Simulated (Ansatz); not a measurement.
# AlNH3O (SMILES [NH2][Al][OH]): UPBE/def2-SVPD

Aim: the electronic atomisation energy of AlNH3O at UPBE/def2-SVPD, from 5 runs. 

Program for the calculation: Ansatz 0.2.0.

77 further runs of the same task are left out: 77 set aside as unsound or not needed.

### Step 1. The molecule

AlNH3O: 6 atoms, total charge 0, spin state doublet. As SMILES, `[NH2][Al][OH]`. Geometry: relaxed at PBE0-D4/def2-TZVP. This is one conformer, not always the lowest.

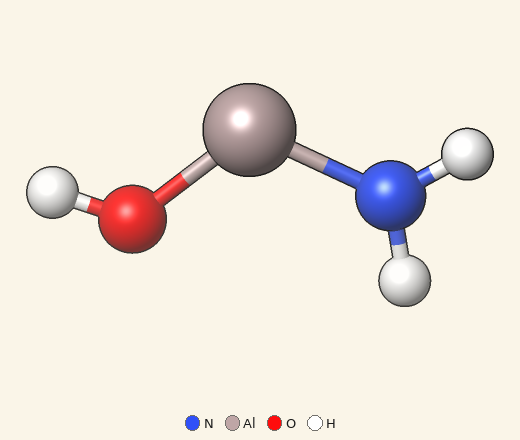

The structure, seen from a chosen angle (nitrogen blue, aluminium light grey, oxygen red, hydrogen white).

### Step 2. The energy at UPBE/def2-SVPD

File run.yaml:

```yaml
crystal:
  periodic: [false, false, false]
  atoms:
    - {symbol: N, position_ang: [-0.923900, 0.240200, -0.760800]}
    - {symbol: Al, position_ang: [0.595200, 0.601300, 0.070700]}
    - {symbol: O, position_ang: [1.194100, -0.618500, 1.101200]}
    - {symbol: H, position_ang: [-1.434300, -0.623600, -0.657200]}
    - {symbol: H, position_ang: [-1.394700, 0.861600, -1.396800]}
    - {symbol: H, position_ang: [2.005700, -0.525100, 1.596800]}
basis:
  gaussian:
    orbitals: def2-SVPD
magnetization:
  spin_polarized: true
  initial_magnetization: 1
hamiltonian:
  xc: pbe
accuracy: high
output: {orbitals: {seedname: orbitals}}
```

Command:

```sh
$ ansatz run run.yaml --threads 1 --pin off --max-ram 3480MiB --events-out events.jsonl --progress --plain --runs-dir runs
```

The program printed:

```text
Warning: RAYON_NUM_THREADS=1 ignored (pool sized by the plan → 1); use --threads N
Functional definition: PBE
  name "PBE"
  parameter kappa = 0.804
  parameter beta = 0.06672455060314922
  exchange = pbe_x(kappa = kappa, mu = beta*pi^2/3)
  correlation = pbe_c(beta = beta)
1783 factors; integrals over basis functions are off by at most 3.5e-9 eV
mean field evaluation 1: about -10155.5775 eV, gradient 6.5e1 eV
mean field evaluation 2: about -10037.3867 eV, gradient 1.5e2 eV
mean field evaluation 4: about -10169.5969 eV, gradient 2.5e1 eV
mean field evaluation 8: about -10172.0228 eV, gradient 1.4e-1 eV
mean field evaluation 16: about -10172.0229 eV, gradient 1.8e-5 eV
mean field -10172.02288470 eV, -373.8149461681 hartree, gradient 6.7e-8 eV, S^2 0.751908; 0 other end points of the search recorded, 0 dependent functions left out
reference -10172.02288901 eV, -373.8149463265 hartree; 16, 15 occupied and 75, 76 virtual orbitals, 1783 factors
Total energy: -10172.02288901 eV, -373.8149463265 hartree
```

It took 7.8 s on 1 thread of Arm Neoverse V1, shared host; peak memory 0.26 GiB.

### Step 3. The Al atom

File in.yaml:

```yaml
basis:
  gaussian:
    orbitals: def2-SVPD
crystal:
  periodic: [false, false, false]
  atoms:
    - {symbol: Al, position_ang: [0.000000, 0.000000, 0.000000]}
magnetization:
  spin_polarized: true
  initial_magnetization: 1
hamiltonian:
  xc: pbe
accuracy: high
```

Run the same way, it converges to -242.14242 Eh (log not shown).

### Step 4. The H atom at the same level

File job.yaml:

```yaml
crystal:
  periodic: [false, false, false]
  atoms:
    - symbol: H
      position_ang: [0.000000, 0.000000, 0.000000]
basis:
  gaussian:
    orbitals: def2-SVPD
magnetization:
  spin_polarized: true
  initial_magnetization: 1
hamiltonian:
  xc: pbe
accuracy: high
```

Run the same way, it converges to -0.49863 Eh (log not shown).

### Step 5. The N atom, same level

File molecule.yaml:

```yaml
crystal:
  periodic: [false, false, false]
  atoms:
    - {symbol: "N", position_ang: [0.000000, 0.000000, 0.000000]}
basis:
  gaussian: {orbitals: def2-SVPD}
magnetization: {spin_polarized: true, initial_magnetization: 3}
hamiltonian: {xc: {name: PBE}}
accuracy: high
```

Command:

```sh
$ ansatz run molecule.yaml --threads 1 --pin off --max-ram 3480MiB --events-out events.jsonl --progress --plain --runs-dir runs
```

The program printed (excerpt; [...] marks lines left out):

```text
Warning: RAYON_NUM_THREADS=1 ignored (pool sized by the plan → 1); use --threads N
[... 6 set-up lines as earlier in the session ...]
163 factors; integrals over basis functions are off by at most 3.0e-9 eV
mean field evaluation 1: about -1481.9401 eV, gradient 6.3e0 eV
mean field evaluation 2: about -1482.0221 eV, gradient 4.9e0 eV
mean field evaluation 4: about -1482.1431 eV, gradient 4.1e-3 eV
mean field evaluation 8: about -1482.1429 eV, gradient 2.2e-5 eV
mean field -1482.14293551 eV, -54.4677482475 hartree, gradient 2.3e-9 eV, S^2 3.752861; 0 other end points of the search recorded, 0 dependent functions left out
reference -1482.14293735 eV, -54.4677483149 hartree; 5, 2 occupied and 15, 18 virtual orbitals, 163 factors
Total energy: -1482.14293735 eV, -54.4677483149 hartree
```

Wall time 0.32 s (1 thread of Arm Neoverse V1, shared host).

### Step 6. The O atom, same level

File in.yaml:

```yaml
crystal:
  periodic: [false, false, false]
  atoms:
    - {symbol: O, position_ang: [0.000000, 0.000000, 0.000000]}
basis:
  gaussian: {orbitals: def2-SVPD}
magnetization: {spin_polarized: true, initial_magnetization: 2}
hamiltonian: {xc: pbe}
accuracy: high
```

Run the same way, it converges to -74.92421 Eh (log not shown).

### Step 7. Outcome

Level: UPBE/def2-SVPD.

| quantity | value |
| --- | --- |
| molecule: total energy | -373.81495 Eh |
| molecule: HOMO energy (highest over α and β) | -4.72 eV |
| molecule: LUMO energy (lowest over α and β) | -3.11 eV |
| molecule: ⟨S²⟩ | 0.752 |
| Al atom: total energy | -242.14242 Eh |
| Al atom: ⟨S²⟩ | 0.755 |
| H atom: total energy | -0.49863 Eh |
| H atom: ⟨S²⟩ | 0.750 |
| N atom: total energy | -54.46775 Eh |
| N atom: ⟨S²⟩ | 3.753 |
| O atom: total energy | -74.92421 Eh |
| O atom: ⟨S²⟩ | 2.003 |
| electronic atomisation energy | 21.352 eV |

Taking the molecule apart into free atoms costs 21.35 eV (492 kcal/mol), before zero-point energy and without spin-orbit coupling.
